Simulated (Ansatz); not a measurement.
**What a change does: single-point calculation on TeCl2O**

System: TeCl2O.
Method of the first run: RKS PBE-D4/def2-TZVP (Ansatz 0.2.0).

Text and figures count atoms from 1; the logs count them from 0 in places.

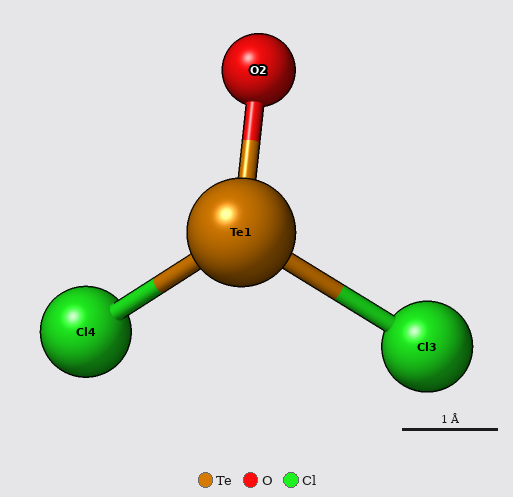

The input geometry (ball-and-stick view, seen at a tilt; atoms are numbered from 1 in the order of the input). Bond lengths as drawn: Cl–Te 2.39 Å and O–Te 1.80 Å.

### The input, the first run
```yaml
crystal:
  periodic: [false, false, false]
  atoms:
    - { symbol: Te, position_ang: [0.153793, 0.002019, 0.733883] }
    - { symbol: O, position_ang: [1.776935, -0.019856, 1.50794] }
    - { symbol: Cl, position_ang: [-1.064127, 1.863248, 1.601945] }
    - { symbol: Cl, position_ang: [-1.124428, -1.807308, 1.624678] }
basis:
  gaussian: { orbitals: def2-TZVP }
hamiltonian:
  xc: pbe
  dispersion: d4
output:
  forces: true
```

Command:
```bash
ansatz run input.yaml --threads 1 --pin off --max-ram 2560MiB --backend cpu --events-out ev --progress --plain --runs-dir out
```

Hardware: 1 thread of Arm Neoverse V2, 24 GiB of memory available, shared host.

### Output (the first run)
```
Engine: ansatz 0.2.0, aarch64-unknown-linux-gnu
Functional definition: PBE
  parameter kappa = 0.804
  parameter beta = 0.06672455060314922
  exchange = pbe_x(kappa = kappa, mu = beta*pi^2/3)
  correlation = pbe_c(beta = beta)
1049 factors; their error is unknown
mean field evaluation 1: about -34363.6201 eV, gradient 8.0e1 eV
mean field evaluation 2: about -34179.5796 eV, gradient 2.1e2 eV
mean field evaluation 4: about -34372.6437 eV, gradient 3.5e1 eV
mean field evaluation 8: about -34375.8838 eV, gradient 3.8e0 eV
mean field evaluation 16: about -34375.7852 eV, gradient 5.1e-2 eV
mean field -34375.78522962 eV, -1263.2868064443 hartree, gradient 1.1e-5 eV, S^2 0.000000; 0 other end points of the search recorded, 0 dependent functions left out
the calculation of the forces begins
reference -34375.78526540 eV, -1263.2868077591 hartree; 33, 33 occupied and 122, 122 virtual orbitals, 1049 factors
Total energy: -34375.93531594 eV, -1263.2923220151 hartree
Atom 0 at     0.153793     0.002019     0.733883 Å, force     0.128781    -0.006014    -0.629484 eV/Å
Atom 1 at     1.776935    -0.019856     1.507940 Å, force    -0.217805     0.005078     0.242175 eV/Å
Atom 2 at    -1.064127     1.863248     1.601945 Å, force     0.043897    -0.036931     0.193886 eV/Å
Atom 3 at    -1.124428    -1.807308     1.624678 Å, force     0.045126     0.037867     0.193423 eV/Å
Dipole moment:    -0.220670     0.000343    -0.530039 e Å
```

For the second run the input was changed thus:
```diff
-    - { symbol: O, position_ang: [1.776935, -0.019856, 1.50794] }
-    - { symbol: Cl, position_ang: [-1.064127, 1.863248, 1.601945] }
-    - { symbol: Cl, position_ang: [-1.124428, -1.807308, 1.624678] }
+    - { symbol: O, position_ang: [2.086578, -0.032459, 0.294506] }
+    - { symbol: Cl, position_ang: [-1.145586, 2.090667, -0.016266] }
+    - { symbol: Cl, position_ang: [-1.213642, -2.051949, 0.009391] }
```

Predict how the results change.

On the same kind of shared host the second run took about 0.01 times as long.

### Output (the second run)
```
Engine: ansatz 0.2.0, aarch64-unknown-linux-gnu
Functional definition: PBE
  parameter kappa = 0.804
  parameter beta = 0.06672455060314922
  exchange = pbe_x(kappa = kappa, mu = beta*pi^2/3)
  correlation = pbe_c(beta = beta)
1049 factors; their error is unknown
mean field evaluation 1: about -34358.6596 eV, gradient 8.6e1 eV
mean field evaluation 2: about -34163.1004 eV, gradient 2.1e2 eV
mean field evaluation 4: about -34372.1293 eV, gradient 3.0e1 eV
mean field evaluation 8: about -34374.7648 eV, gradient 6.9e0 eV
mean field evaluation 16: about -34374.7456 eV, gradient 1.5e-5 eV
mean field -34374.74560717 eV, -1263.2486010239 hartree, gradient 1.5e-5 eV, S^2 0.000000; 0 other end points of the search recorded, 0 dependent functions left out
the calculation of the forces begins
reference -34374.74564427 eV, -1263.2486023875 hartree; 33, 33 occupied and 122, 122 virtual orbitals, 1049 factors
Total energy: -34374.87989010 eV, -1263.2535358308 hartree
Atom 0 at     0.153793     0.002019     0.733883 Å, force     2.735390    -0.048791    -0.620538 eV/Å
Atom 1 at     2.086578    -0.032459     0.294506 Å, force    -4.300228     0.073621     0.478558 eV/Å
Atom 2 at    -1.145586     2.090667    -0.016266 Å, force     0.764876    -1.080331     0.077603 eV/Å
Atom 3 at    -1.213642    -2.051949     0.009391 Å, force     0.799962     1.055501     0.064376 eV/Å
Dipole moment:    -0.180709     0.005510     0.410418 e Å
```

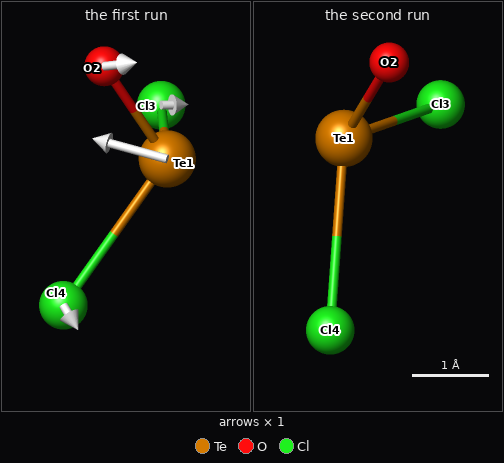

The two input geometries at one scale (ball-and-stick view, seen at an oblique angle). The white arrows on the first give the shifts of the atoms after the best rigid fit, at true length. The largest move after the best rigid fit is that of Te1, 1.07 Å. Largest moves by element: Te 1.07 Å, O 0.55 Å, Cl 0.40 Å. Among the contacts that change: Te1–Cl3 2.388 → 2.572 Å, Te1–O2 1.798 → 1.982 Å.

### The two runs side by side

| quantity | the first run | the second run |
| --- | --- | --- |
| outcome | converged | converged |
| total energy (hartree) | – | −1263.253536 |
| largest force (eV/Å) | – | 4.327 |
| basis functions | – | 155 |
| wall time (shared host) | 6.6 min | 4.1 s |
